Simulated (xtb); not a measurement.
Calculation of the molecule and its ions, with input and output: InHSBr

System: InHSBr, multiplicity 2, SMILES [SH][In][Br].
Method: GFN1-xTB (xtb 6.7.1).

The geometry comes from this level: PBE0-D4/def2-TZVP.

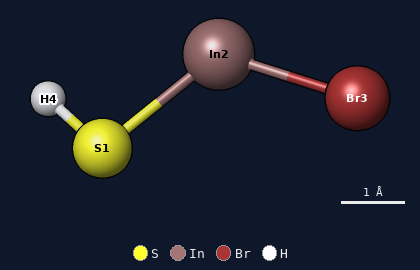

*The structure (ball-and-stick view, seen at a tilt; atoms are numbered from 1 in the order of the input). Sticks mark near contacts.*

Bond lengths as drawn: Br–In 2.51 Å, H–S 1.34 Å and In–S 2.43 Å.

Input file (mol.coord)
```
$coord
     -2.149374494149     -1.576976451000      0.908202375495  s
      0.907446485045      1.378744180527     -0.825999289074  in
      5.474914528266      0.273254397621     -0.250955629350  br
     -4.128106719245     -0.188972612463      0.130202129987  h
$end
```

File xcontrol
```
$scc
   guess=sad
$end
```

Command:
```bash
xtb mol.coord --dipole -u 1 --vipea -I xcontrol > out.txt
```

What the program printed
```
* xtb version 6.7.1
   ID    Z sym.   atoms
    1   16 s      1
    2   49 in     2
    3   35 br     3
    4    1 h      4

           -------------------------------------------------
          |                Calculation Setup                |
           -------------------------------------------------

          program call               : xtb mol.coord --dipole -u 1 --vipea -I xcontrol
          coordinate file            : mol.coord
          omp threads                :                     1

           -------------------------------------------------
          |                 G F N 1 - x T B                 |
           -------------------------------------------------

      * Hamiltonian:
        H0-scaling (s, p, d)           1.850000    2.250000    2.000000
        zeta-weighting                 0.000000
      * Dispersion:
        s8                             2.400000
        a1                             0.630000
        a2                             5.000000
        s9                             0.000000
      * Repulsion:
        kExp                           1.500000
        rExp                           1.000000
      * Coulomb:
        alpha                          2.000000
        third order                    atomic
        anisotropic                    false
      * Halogen bond correction:
        rad-scale                      1.300000
        damping                        0.440000

          ...................................................
          :                      SETUP                      :
          :.................................................:
          :  # basis functions                  32          :
          :  # atomic orbitals                  29          :
          :  # shells                           11          :
          :  # electrons                        17          :
          :  # halogen bonds                     1          :
          :  max. iterations                   250          :
          :  Hamiltonian                  GFN1-xTB          :
          :  restarted?                      false          :
          :  GBSA solvation                  false          :
          :  PC potential                    false          :
          :  electronic temp.          300.0000000     K    :
          :  accuracy                    1.0000000          :
          :  -> integral cutoff          0.2500000E+02      :
          :  -> integral neglect         0.1000000E-07      :
          :  -> SCF convergence          0.1000000E-05 Eh   :
          :  -> wf. convergence          0.2000000E-04 e    :
          :  Broyden damping             0.4000000          :
          :  net charge                          0          :
          :  unpaired electrons                  1          :
          ...................................................

 iter      E             dE          RMSdq      gap      omega  full diag
   1     -9.6729684 -0.967297E+01  0.453E+00    5.88       0.0  T
   2     -9.7071120 -0.341436E-01  0.165E+00    5.32       1.0  T
   3     -9.6997370  0.737503E-02  0.136E+00    5.34       1.0  T
   4     -9.7117960 -0.120590E-01  0.511E-01    5.40       1.0  T
   5     -9.7119778 -0.181777E-03  0.985E-03    5.40       5.1  T
   6     -9.7119777  0.449932E-07  0.663E-03    5.40       7.5  T
   7     -9.7119779 -0.182178E-06  0.141E-03    5.40      35.4  T
   8     -9.7119779 -0.410891E-08  0.243E-04    5.40     205.8  T
   9     -9.7119779 -0.336955E-09  0.992E-06    5.40    5038.1  T
  10     -9.7119779 -0.683897E-12  0.269E-06    5.40   18610.7  T

   *** convergence criteria satisfied after 10 iterations ***

         #    Occupation            Energy/Eh            Energy/eV
      -------------------------------------------------------------
         1        2.0000           -0.8382349             -22.8095
       ...           ...                  ...                  ...
         3        2.0000           -0.6215441             -16.9131
         4        2.0000           -0.5084388             -13.8353
         5        2.0000           -0.4254027             -11.5758
         6        2.0000           -0.4152161             -11.2986
         7        2.0000           -0.4116332             -11.2011
         8        2.0000           -0.4010413             -10.9129
         9        1.0000           -0.3395298              -9.2391 (HOMO)
        10                         -0.1410333              -3.8377 (LUMO)
        11                         -0.1399915              -3.8094
        12                         -0.1278088              -3.4779
        13                         -0.1072803              -2.9192
        14                         -0.0989594              -2.6928
       ...                                ...                  ...
        29                          0.5478321              14.9073
      -------------------------------------------------------------
                  HL-Gap            0.1984965 Eh            5.4014 eV
             Fermi-level           -0.3052835 Eh           -8.3072 eV

 SCC (total)                   0 d,  0 h,  0 min,  0.005 sec
 SCC setup                      ...        0 min,  0.000 sec (  1.268%)
 Dispersion                     ...        0 min,  0.000 sec (  0.491%)
 classical contributions        ...        0 min,  0.000 sec (  0.332%)
 integral evaluation            ...        0 min,  0.001 sec ( 26.958%)
 iterations                     ...        0 min,  0.001 sec ( 31.641%)
 molecular gradient             ...        0 min,  0.002 sec ( 37.024%)
 printout                       ...        0 min,  0.000 sec (  2.136%)

         :::::::::::::::::::::::::::::::::::::::::::::::::::::
         ::                     SUMMARY                     ::
         :::::::::::::::::::::::::::::::::::::::::::::::::::::
         :: total energy              -9.687397060461 Eh    ::
         :: gradient norm              0.069080627551 Eh/a0 ::
         :: HOMO-LUMO gap              5.401364036130 eV    ::
         ::.................................................::
         :: SCC energy                -9.711977918239 Eh    ::
         :: -> electrostatic           0.010124243598 Eh    ::
         :: repulsion energy           0.025994167617 Eh    ::
         :: dispersion energy         -0.001413309651 Eh    ::
         :: halogen bond corr.        -0.000000000188 Eh    ::
         :: add. restraining           0.000000000000 Eh    ::
         :: total charge              -0.000000000000 e     ::
         :::::::::::::::::::::::::::::::::::::::::::::::::::::

           -------------------------------------------------
          |        vertical delta SCC IP calculation        |
           -------------------------------------------------

 iter      E             dE          RMSdq      gap      omega  full diag
   1     -9.2402330 -0.924023E+01  0.269E+00    1.67       0.0  T
   2     -9.2592257 -0.189927E-01  0.157E+00    1.91       1.0  T
   3     -9.2574243  0.180138E-02  0.115E+00    2.00       1.0  T
   4     -9.2493877  0.803659E-02  0.133E+00    1.70       1.0  T
   5     -9.2615623 -0.121746E-01  0.258E-01    1.87       1.0  T
   6     -9.2618961 -0.333810E-03  0.137E-01    1.89       1.0  T
   7     -9.2620087 -0.112607E-03  0.557E-02    1.88       1.0  T
   8     -9.2620247 -0.159181E-04  0.142E-02    1.89       3.5  T
   9     -9.2620261 -0.144291E-05  0.277E-03    1.89      18.1  T
  10     -9.2620261 -0.446963E-07  0.334E-04    1.89     149.9  T
  11     -9.2620261 -0.809631E-09  0.710E-05    1.89     704.5  T
  12     -9.2620261 -0.405223E-10  0.875E-07    1.89   57150.8  T
     SCC iter.                  ...        0 min,  0.001 sec
     gradient                   ...        0 min,  0.002 sec
------------------------------------------------------------------------
empirical IP shift (eV):    4.8455
delta SCC IP (eV):    7.3983
------------------------------------------------------------------------
           -------------------------------------------------
          |        vertical delta SCC EA calculation        |
           -------------------------------------------------

 iter      E             dE          RMSdq      gap      omega  full diag
   1     -9.8820188 -0.988202E+01  0.526E+00    5.61       0.0  T
   2     -9.9522123 -0.701935E-01  0.293E+00    4.59       1.0  T
   3     -9.9509151  0.129718E-02  0.164E+00    4.67       1.0  T
   4     -9.9524271 -0.151203E-02  0.168E+00    3.83       1.0  T
   5     -9.9554029 -0.297576E-02  0.110E+00    3.88       1.0  T
   6     -9.9541639  0.123897E-02  0.159E+00    3.80       1.0  T
   7     -9.9561972 -0.203328E-02  0.438E-01    3.97       1.0  T
   8     -9.9563834 -0.186250E-03  0.142E-01    4.01       1.0  T
   9     -9.9564046 -0.211631E-04  0.469E-02    4.02       1.1  T
  10     -9.9564070 -0.240319E-05  0.243E-03    4.03      20.6  T
  11     -9.9564070 -0.327133E-08  0.364E-03    4.03      13.7  T
  12     -9.9564070 -0.201432E-07  0.457E-04    4.03     109.4  T
  13     -9.9564070 -0.735980E-10  0.210E-04    4.03     237.9  T
  14     -9.9564070 -0.292779E-10  0.409E-05    4.03    1223.0  T
  15     -9.9564070 -0.316014E-11  0.749E-06    4.03    6674.3  T
     SCC iter.                  ...        0 min,  0.002 sec
     gradient                   ...        0 min,  0.002 sec
------------------------------------------------------------------------
empirical EA shift (eV):    4.8455
delta SCC EA (eV):    1.8058
------------------------------------------------------------------------
           -------------------------------------------------
          |                Property Printout                |
           -------------------------------------------------

    * Orbital Energies and Occupations

         #    Occupation            Energy/Eh            Energy/eV
      -------------------------------------------------------------
         1        2.0000           -0.6423279             -17.4786
         2        2.0000           -0.5227988             -14.2261
         3        2.0000           -0.4675711             -12.7233
         4        2.0000           -0.3252711              -8.8511
         5        2.0000           -0.2481864              -6.7535
         6        2.0000           -0.2369381              -6.4474
         7        2.0000           -0.2322854              -6.3208
         8        2.0000           -0.2134248              -5.8076
         9        2.0000           -0.1661908              -4.5223 (HOMO)
        10                         -0.0181862              -0.4949 (LUMO)
        11                         -0.0087853              -0.2391
        12                          0.0213927               0.5821
        13                          0.0240239               0.6537
        14                          0.0392415               1.0678
        15                          0.0494316               1.3451
        16                          0.0856116               2.3296
        17                          0.0917730               2.4973
        18                          0.1241795               3.3791
        19                          0.1324145               3.6032
        20                          0.1334781               3.6321
       ...                                ...                  ...
        29                          0.7158378              19.4789
      -------------------------------------------------------------
                  HL-Gap            0.1480046 Eh            4.0274 eV
             Fermi-level           -0.0921885 Eh           -2.5086 eV

  Mulliken/CM5 charges         n(s)   n(p)   n(d)
     1s    -0.34799 -0.43480   1.863  4.483  0.002
     2in   -0.50498 -0.49169   1.935  1.115  0.455
     3br   -0.21755 -0.21145   1.880  5.309  0.028
     4h     0.07051  0.13795   0.929  0.000  0.000

Wiberg/Mayer (AO) data.
largest (>0.10) Wiberg bond orders for each atom

 ---------------------------------------------------------------------------
     #   Z sym  total        # sym  WBO       # sym  WBO       # sym  WBO
 ---------------------------------------------------------------------------
     1  16 s    2.169 --     2 in   1.161     4 h    0.961
     2  49 in   2.547 --     3 br   1.330     1 s    1.161
     3  35 br   1.392 --     2 in   1.330
     4   1 h    1.030 --     1 s    0.961
 ---------------------------------------------------------------------------

Topologies differ in total number of bonds
Writing topology from bond orders to xtbtopo.mol

 dipole moment from electron density (au)
     X       Y       Z
  -2.0221   0.4533  -0.2110  total (Debye):    5.295

           -------------------------------------------------
          | TOTAL ENERGY               -9.931826157447 Eh   |
          | GRADIENT NORM               0.132259431315 Eh/α |
          | HOMO-LUMO GAP               4.027409653325 eV   |
           -------------------------------------------------

------------------------------------------------------------------------
------------------------------------------------------------------------
 total:
 *  cpu-time:     0 d,  0 h,  0 min,  0.019 sec
 * ratio c/w:     1.000 speedup
 SCF:
 *  cpu-time:     0 d,  0 h,  0 min,  0.014 sec
 * ratio c/w:     1.000 speedup
```

Standard error
```
normal termination of xtb
```

Summary

```json
{"quantity": "outcome", "value": "converged"}
{"quantity": "electrons treated", "value": "17"}
{"quantity": "total energy", "value": "−9.687397 hartree"}
{"quantity": "dispersion energy", "value": "−0.001413 hartree"}
{"quantity": "basis functions", "value": "32"}
{"quantity": "hardware", "value": "1 thread of Intel Xeon @ 2.90GHz (Ice Lake), 16 GiB of memory available, shared host"}
{"quantity": "peak memory", "value": "0.071 GiB"}
```

Remarks

Settings chosen away from the usual ones: method = gfn2-xtb; task = vipea; x = {"guess": "sad"}; partner = base.
